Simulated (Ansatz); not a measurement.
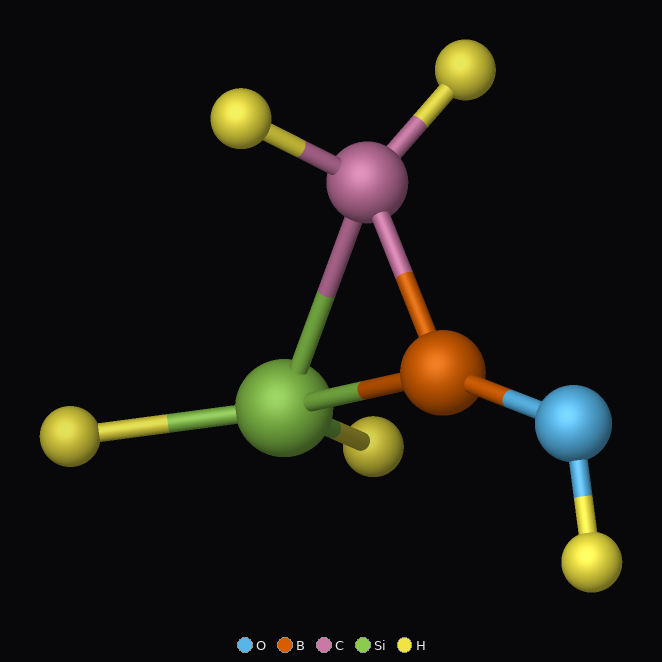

The geometry was computed by an optimisation with PBE0-D4/def2-TZVP. No frequency run is at hand to confirm it as a minimum.

Give the structural formula.

SMILES: OB1C[SiH2]1

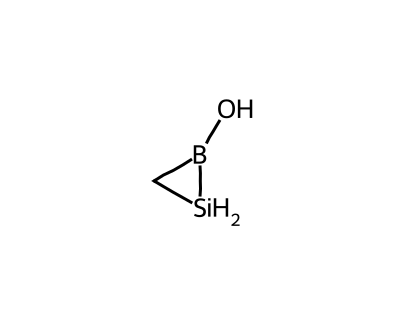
